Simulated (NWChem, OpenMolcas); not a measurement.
How methods differ on SiH2S (SMILES [SiH]S)

The species is SiH2S (4 atoms), meant as a singlet with charge 0. As SMILES, `[SiH]S`. Geometry: relaxed at PBE0-D4/def2-TZVP.

Each level gives the lowest excitation energy (eV). The values are calculated.

```csv
level,kind,program,value (eV),CPU time
TDA-BP86/aug-cc-pVDZ,perturbation theory,NWChem,3.17,1.9 min
TDA-BP86/cc-pVDZ,perturbation theory,NWChem,3.22,58 s
TDA-BP86/jun-cc-pV(D+d)Z,perturbation theory,NWChem,3.20,97 s
TDA-BP86/cc-pVTZ,perturbation theory,NWChem,3.19,3.1 min
FCI/STO-3G,exact in the basis,OpenMolcas,4.11,4.1 s
```

The values span 3.17 to 4.11 eV. High-level rows in very small sets aren't better than simpler rows in larger ones. Times are those of the runs behind each value, whatever else they computed, on shared processors of several kinds: orders of magnitude only.

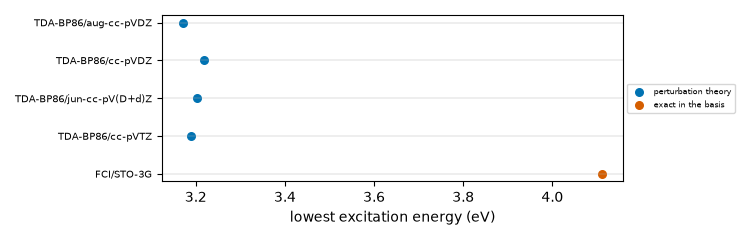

The values of the table, level by level.
